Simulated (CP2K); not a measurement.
Consider isocyanoallene at its PBE geometry (Å).

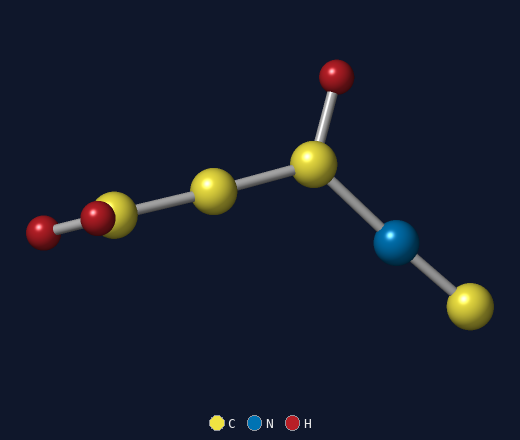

The molecule (carbon yellow, nitrogen blue, hydrogen red).

```xyz
8

C     2.7770   -1.1036    0.4549
N     1.8651   -0.3956    0.1821
C     0.8449    0.4785   -0.1525
C    -0.4327    0.1603   -0.0688
C    -1.7047   -0.1189    0.0040
H     1.1678    1.4641   -0.4935
H    -2.2410   -0.5554   -0.8420
H    -2.2765    0.0706    0.9158
```

Method: CP2K XAS_TDP, all-electron GAPW, PBEh(45%), aug-cc-pVDZ, TDA, GW2X-corrected core level, no relativity.

Question: Where do the N K-edge lines lie, and how strong are they?

Leading lines: N2 401.99 eV. The leading line of an atom is its first one with 35 % of the strongest within 2.5 eV of its lowest line over the strength cut. Core ionisation energies at this level: N2 406.87 eV.

The first six lines of each atom with a strength over 0.0015:

```
              atom  energy (eV)  states  strength, one atom  above the computed threshold
N2 (bonded to 2 C)       401.99       1              0.0269                              
                         402.14       1              0.0386                              
                         404.14       1              0.0087                              
                         404.57       1              0.0203                              
                         407.32       1              0.0024                           yes
                         407.83       1              0.0026                           yes
```

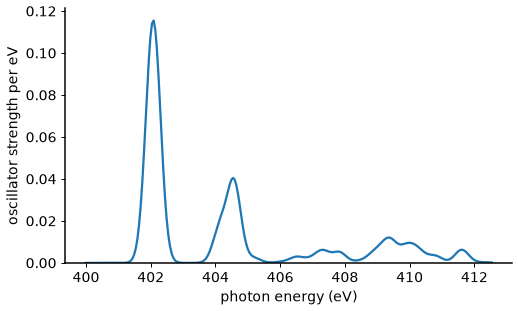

All atoms added, broadened by 0.5 eV.

Lines are vertical, at one geometry, with no vibrational structure. GW2X ionisation energies and lines can be off by 1 to 2 eV either way, and a good line position may hide errors that cancel. These values hold no scalar relativity, about 0.2 eV for N 1s. Rydberg lines, and the discretised continuum above threshold, depend on the basis and the box.

[Banner, clock and machine lines of the logs are left out without a mark of their own.]

[Logs are printed without paths, hosts, clocks, repeated set-up lines and the standing remarks that a program may print on its own settings, such as how far it seeks lower states.]

[Hosts, paths, dates, database ids (printed as entryN), source tags and the programs' standing remarks are cut or masked in the printed files.]
